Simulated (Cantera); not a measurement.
A closed system holds: 1 mol Fe2O3, a varied amount of CO, at 2598.15 K and 4.73 Torr.

Method: chemical equilibrium by Gibbs-energy minimisation in Cantera with the NASA 1993 tables (ideal gas, pure condensed phases). Candidate condensed phases: C, Fe, Fe(CO)5, FeO, Fe2O3, Fe3O4; 15 gas species. The numbers say what is thermodynamically allowed, not how fast it happens.

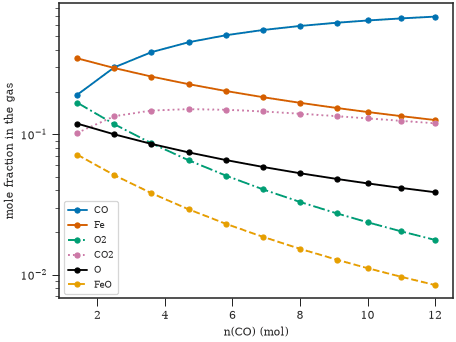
Fig. 1. Equilibrium gas composition (values under 1e-9 drawn at 1e-9)

Task: Read off the mole fractions at 4.7 mol CO.

Result: CO about 0.45, Fe about 0.23, CO2 about 0.15, O about 0.074, O2 about 0.065, FeO about 0.029.
